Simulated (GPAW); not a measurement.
# O K ELNES/XANES of KTaO3 (Pm-3m) from DFT, part 4 of 4

How does the O K edge of KTaO3 (Pm-3m) move when the bonds are compressed or stretched?

GPAW 26.7.0; X-ray absorption from dipole matrix elements to empty bands, plane-wave PAW revPBE.

So far. Step 10 (Spectrum with FCH, O atom 3): Against the first run the r.m.s. difference is 9 %. The highest intensity below 16 eV goes from 8.1 eV (2.69) to 8.0 eV (2.75).

### Step 12. Spectrum with FCH, O atom 3

Shorter bonds are expected to push antibonding states and scattering resonances up, and longer ones down; the cell is scaled to test that.

Changed against the first core-hole run: volume scale from 1 to 1.06.

xas.py reads:

```python
import numpy as np
from ase import Atoms
from ase.parallel import parprint, paropen
from gpaw import GPAW, PW, FermiDirac, Mixer, MixerDif, setup_paths
from gpaw.test import gen
setup_paths.insert(0, '.')
gen('O', name='fch1s', xcname='revPBE', corehole=(1, 0, 1), write_xml=True)
from gpaw.mpi import world
world.barrier()

atoms = Atoms('Ta2K2O6',
    cell=[[4.06652182, 0, 4.06652182],
     [0, 4.06652182, 4.06652182],
     [-4.06652182, 0, 4.06652182]],
    scaled_positions=[[0, 0, 0],
     [0.5, 0, 0.5],
     [0.25, 0.5, 0.75],
     [0.75, 0.5, 0.25],
     [0.25, 0, 0.25],
     [0.75, 0, 0.75],
     [0.75, 0.5, 0.75],
     [0.25, 0.5, 0.25],
     [0.25, 0, 0.75],
     [0.75, 0, 0.25]],
    pbc=True)
atoms.calc = calc = GPAW(legacy_gpaw=True, mode=PW(500, force_complex_dtype=True), xc='revPBE', setups={4: 'fch1s'},
    kpts={'size': (4, 4, 4), 'gamma': True}, occupations=FermiDirac(0.02),
    charge=0, mixer=Mixer(0.1, 5, 50), maxiter=150,
    convergence={'density': 0.0001, 'eigenstates': 1e-6}, txt='scf.txt')
energy = atoms.get_potential_energy() + calc.get_reference_energy()
ef = calc.get_fermi_level()
out = dict(energy=energy, fermi=ef, forces=atoms.get_forces().tolist())
parprint(f'all-electron energy {energy:.4f} eV, Fermi level {ef:.4f} eV')
ev = np.array([[calc.get_eigenvalues(k, s) for k in range(len(calc.get_ibz_k_points()))] for s in range(calc.get_number_of_spins())])
out['homo'], out['lumo'], out['counts'] = ev[ev < ef].max(), ev[ev > ef].min(), sorted(set((ev < ef).sum((0, 2)).tolist()))
out['filled'] = (ev[:, 0] < ef).sum(1).tolist()

from ase.units import Ha
from gpaw.xas import dipole_matrix_elements
nb = int(calc.get_number_of_electrons() / 2) + 93
top, nb = nb, nb + 8 + nb // 12
nscf = calc.fixed_density(kpts={'size': (6, 6, 6), 'gamma': True}, nbands=nb,
    convergence={'bands': top, 'eigenstates': 5e-3}, maxiter=60, txt='nscf.txt')
cell = atoms.cell.array
ops = [cell.T @ U.T @ np.linalg.inv(cell.T) for U in nscf.wfs.kd.symmetry.op_scc]
filled = [40]  # bands filled in the ground state, by spin
E = np.arange(-6, 34, 0.1)
fwhm = np.interp(E, [4, 25], [0.9, 3.5])
Y, X, zero, highest = 0, 0, 1e9, 1e9
for spin in range(nscf.get_number_of_spins()):
    wfs = nscf.wfs
    mine = wfs.bd.get_slice()  # this rank's bands
    A = dipole_matrix_elements(wfs.setups[4])
    eps = np.zeros((wfs.kd.nibzkpts, nb))
    d = np.zeros((3, A.shape[1], wfs.kd.nibzkpts, nb), complex)
    for kpt in wfs.kpt_u:
        if kpt.s == spin and 4 in kpt.P_ani:
            eps[kpt.k, mine] = kpt.eps_n * Ha
            d[:, :, kpt.k, mine] = (kpt.weight * wfs.nspins / 2) ** 0.5 * np.inner(A, kpt.P_ani[4])
    world.sum(eps)
    world.sum(d)
    T = np.einsum('amkn,bmkn->abkn', d, d.conj()).real
    T = sum(np.einsum('ai,ijkn,bj->abkn', R, T, R) for R in ops) / len(ops)
    empty = np.ones_like(eps, bool) & (np.arange(nb) >= filled[spin])
    zero, highest = min(zero, eps[empty].min()), min(highest, eps[:, top - 1].min())
    lines = [(eps, T, empty)] if spin == 0 else lines + [(eps, T, empty)]
for eps, T, empty in lines:
    f = np.einsum('aakn->akn', T).reshape(3, -1)
    x = eps.ravel() - zero
    w = np.interp(x, E, fwhm) / 2.35482
    g = np.exp(-0.5 * ((E[:, None] - x) / w) ** 2) / (w * (2 * np.pi) ** 0.5)
    Y = Y + (f * empty.ravel()) @ g.T
    X = X + (f * ~empty.ravel()) @ g.T
out.update(E=E.round(2).tolist(), xas=Y.tolist(), xes=X.tolist(), zero=zero, valid=highest - zero, nk=len(eps), nb=nb)
for i in range(0, len(E), 10):
    parprint(f'{E[i]:7.2f}', *(f'{v:10.3e}' for v in Y[:, i]))
import json
with paropen('out.json', 'w') as f:
    json.dump(out, f)
```

The run is started by

```
> OMP_NUM_THREADS=1 mpirun -n 4 gpaw python xas.py
```

Numbers of over 12 decimals in the logs are rounded to 6 here.

What it wrote:

```text
Input parameters:
  convergence: {density: 0.0001,
                eigenstates: 1e-06}
  kpts: {gamma: True,
         size: (4, 4, 4)}
  maxiter: 150
  mixer: {backend: pulay,
          beta: 0.1,
          method: separate,
          nmaxold: 5,
          weight: 50}
  mode: {ecut: 500.0,
         force_complex_dtype: True,
         name: pw}
  occupations: {fixmagmom: False,
                name: fermi-dirac,
[...]
*p    :    -0.060364
*d    :     0.000000
--------------------------------

Diagonalizing with gridspacing h=0.050

state   all-electron     PAW
-------------------------------
2s:      -1.610682    -1.612130
2p:      -1.060364    -1.066633
*d:                   -0.064109
*f:                   -0.013753
-------------------------------
all-electron energy -892931.7415 eV, Fermi level 5.8419 eV
[...]
32.00  6.314e-05  6.314e-05  1.013e-04
  33.00  5.918e-05  5.918e-05  1.084e-04
[key lines of the parts left out:]
Converged after 16 iterations.
Dipole moment: (-0.000000, -0.000000, -0.561071) |e|*Ang
Free energy:    -97.703398
Fermi level: 5.84187
```

Elapsed: 71 s, on 4 MPI ranks of Arm Neoverse V2, shared host; peak memory 0.39 GiB; 4.7 min of CPU time.

| E (eV) | first run | this run |
| --- | --- | --- |
| -2.0 | 0.00 | 0.00 |
| -1.0 | 0.00 | 0.00 |
| 0.0 | 0.04 | 0.05 |
| 1.0 | 0.48 | 0.60 |
| 2.0 | 1.59 | 1.55 |
| 3.0 | 0.93 | 0.82 |
| 4.0 | 0.37 | 0.38 |
| 5.0 | 0.57 | 0.85 |
| 6.0 | 0.95 | 1.01 |
| 7.0 | 1.73 | 1.99 |
| 8.0 | 2.67 | 2.69 |
| 9.0 | 2.08 | 1.57 |
| 10.0 | 0.97 | 0.81 |
| 11.0 | 0.86 | 1.03 |
| 12.0 | 1.25 | 1.35 |
| 13.0 | 1.38 | 1.29 |
| 14.0 | 1.13 | 0.88 |
| 15.0 | 0.70 | 0.49 |
| 16.0 | 0.39 | 0.32 |
| 17.0 | 0.32 | 0.36 |
| 18.0 | 0.45 | 0.56 |
| 19.0 | 0.69 | 0.86 |
| 20.0 | 0.99 | 1.13 |
| 21.0 | 1.16 | 1.14 |
| 22.0 | 1.03 | 0.84 |
| 23.0 | 0.71 | 0.52 |
| 24.0 | 0.44 | 0.35 |
| 25.0 | 0.32 | 0.32 |
| 26.0 | 0.32 | 0.42 |
| 27.0 | 0.44 | 0.62 |
| 28.0 | 0.64 | 0.86 |
| 29.0 | 0.85 | 1.07 |
| 30.0 | 1.03 | 1.22 |
| 31.0 | 1.17 | 1.31 |
| 32.0 | 1.26 | 1.35 |

The scaled spectrum changes by 16 % r.m.s. A shift of -0.4 eV leaves 9 %. The highest intensity below 16 eV goes from 8.1 eV (2.69) to 7.8 eV (2.73).

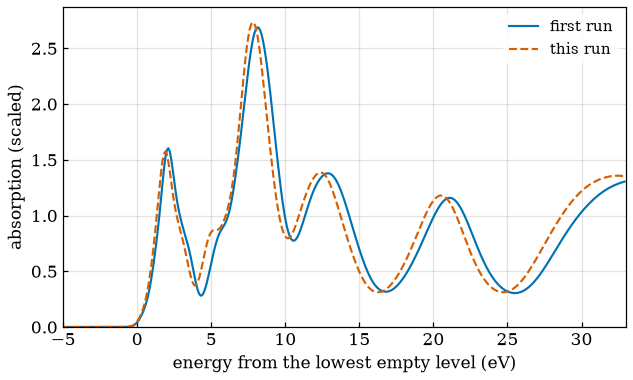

The effect of the change (volume scale from 1 to 1.06).

The photon energy of the zero moves by -0.13 eV.

### Step 13. The volumes side by side

| volume | nearest distance (Å) | shift of the zero (eV) | maximum 1 (eV above own zero) | maximum 2 (eV above own zero) | maximum 3 (eV above own zero) | maximum 4 (eV above own zero) |
| --- | --- | --- | --- | --- | --- | --- |
| 0.94 | 1.953 | +0.13 | 2.3 | 8.2 | 13.4 | 21.8 |
| 0.97 | 1.974 | +0.06 | 2.2 | 8.3 | 13.1 | 21.4 |
| 1 | 1.994 | +0.00 | 2.1 | 8.1 | 12.9 | 21.1 |
| 1.03 | 2.014 | -0.07 | 2.0 | 8.0 | 12.6 | 20.8 |
| 1.06 | 2.033 | -0.13 | 1.9 | 7.8 | 12.4 | 20.5 |

The curves, each shifted by its zero's change so that they share one photon-energy axis, counted from the zero at V × 1:

| E (eV) | V × 0.94 | V × 0.97 | V × 1 | V × 1.03 | V × 1.06 |
| --- | --- | --- | --- | --- | --- |
| -2.0 | 0.00 | 0.00 | 0.00 | 0.00 | 0.00 |
| -1.0 | 0.00 | 0.00 | 0.00 | 0.00 | 0.00 |
| 0.0 | 0.02 | 0.03 | 0.04 | 0.06 | 0.08 |
| 1.0 | 0.29 | 0.37 | 0.48 | 0.60 | 0.76 |
| 2.0 | 1.22 | 1.45 | 1.59 | 1.57 | 1.45 |
| 3.0 | 1.18 | 1.04 | 0.93 | 0.84 | 0.74 |
| 4.0 | 0.66 | 0.52 | 0.37 | 0.33 | 0.42 |
| 5.0 | 0.21 | 0.36 | 0.57 | 0.78 | 0.87 |
| 6.0 | 0.71 | 0.88 | 0.95 | 1.01 | 1.08 |
| 7.0 | 1.46 | 1.61 | 1.73 | 1.92 | 2.18 |
| 8.0 | 2.37 | 2.49 | 2.67 | 2.73 | 2.60 |
| 9.0 | 2.28 | 2.28 | 2.08 | 1.74 | 1.41 |
| 10.0 | 1.56 | 1.26 | 0.97 | 0.81 | 0.80 |
| 11.0 | 0.95 | 0.83 | 0.86 | 0.98 | 1.09 |
| 12.0 | 1.04 | 1.15 | 1.25 | 1.33 | 1.37 |
| 13.0 | 1.30 | 1.36 | 1.38 | 1.34 | 1.24 |
| 14.0 | 1.31 | 1.25 | 1.13 | 0.97 | 0.82 |
| 15.0 | 1.02 | 0.86 | 0.70 | 0.56 | 0.46 |
| 16.0 | 0.62 | 0.48 | 0.39 | 0.33 | 0.31 |
| 17.0 | 0.36 | 0.32 | 0.32 | 0.34 | 0.38 |
| 18.0 | 0.35 | 0.39 | 0.45 | 0.52 | 0.60 |
| 19.0 | 0.51 | 0.59 | 0.69 | 0.80 | 0.91 |
| 20.0 | 0.76 | 0.87 | 0.99 | 1.08 | 1.15 |
| 21.0 | 1.02 | 1.11 | 1.16 | 1.16 | 1.11 |
| 22.0 | 1.13 | 1.10 | 1.03 | 0.92 | 0.79 |
| 23.0 | 0.95 | 0.83 | 0.71 | 0.59 | 0.49 |
| 24.0 | 0.65 | 0.53 | 0.44 | 0.38 | 0.33 |
| 25.0 | 0.42 | 0.36 | 0.32 | 0.31 | 0.32 |
| 26.0 | 0.31 | 0.30 | 0.32 | 0.37 | 0.44 |
| 27.0 | 0.31 | 0.36 | 0.44 | 0.54 | 0.66 |
| 28.0 | 0.42 | 0.52 | 0.64 | 0.76 | 0.89 |
| 29.0 | 0.60 | 0.72 | 0.85 | 0.97 | 1.09 |
| 30.0 | 0.79 | 0.92 | 1.03 | 1.14 | 1.24 |
| 31.0 | 0.96 | 1.07 | 1.17 | 1.25 | 1.32 |
| 32.0 | 1.08 | 1.18 | 1.26 | 1.32 | 1.36 |

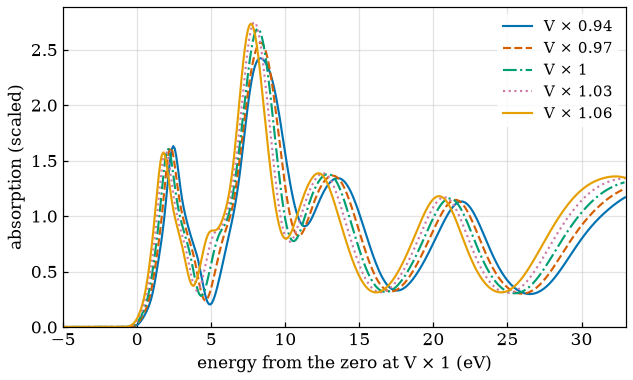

The edge at each volume, on one photon-energy scale.

### Step 14. Outcome

```yaml
absorber_and_edge: O K, atom 3 of the ground-state input (counted from 1)
surroundings: 2 Ta at 1.99 Å (linear, site symmetry 4/mmm)
highest_intensity_below_16_ev: 8.1 eV above the zero, height 2.69
photon_energy_of_the_zero_with_the_added_terms: 529.4 eV (raw 538.3 eV; uncertain by a few eV)
```

From V × 0.94 to V × 1.06 the nearest distance grows by 0.080 Å and the zero moves by -0.26 eV. Above their own zero, the maxima move from 2.3 to 1.9 eV, from 8.2 to 7.8 eV, from 13.4 to 12.4 eV and from 21.8 to 20.5 eV. The one highest in energy moves most, in the direction that the rule ΔE·R² ≈ constant for scattering resonances gives. The O K edge of atom 3, with 2 Ta at 1.99 Å (linear, site symmetry 4/mmm), has its highest intensity of the first 16 eV at 8.1 eV above the zero, near 537 eV in photon energy (uncertain by a few eV), 2.7 times the mean level of the first 20 eV (Gaussian full width 0.9 eV up to 4 eV, rising linearly to 3.5 eV at 25 eV). The holes are only 5.6 Å apart, so the shape is probably not converged with cell size; no larger cell was run here. The mesh is coarse (0.26 Å⁻¹ between points), so small maxima may be mesh ripples. The structure is a published determination, not relaxed.

[Banner, clock and machine lines of the logs are left out without a mark of their own.]

[Logs are printed without paths, hosts, clocks, repeated set-up lines and the standing remarks that a program may print on its own settings, such as how far it seeks lower states.]

[Hosts, paths, dates, database ids (printed as entryN), source tags and the programs' standing remarks are cut or masked in the printed files.]

[Lists of maxima count a maximum above −3 eV only where it reaches 4 % of the highest in the window and stands out from its surroundings by 2 % of it (1.5 % where it reaches 55 %); shoulders and weaker maxima are passed over, and of the rest the first, up to two pre-edge ones and the few strongest are named.]
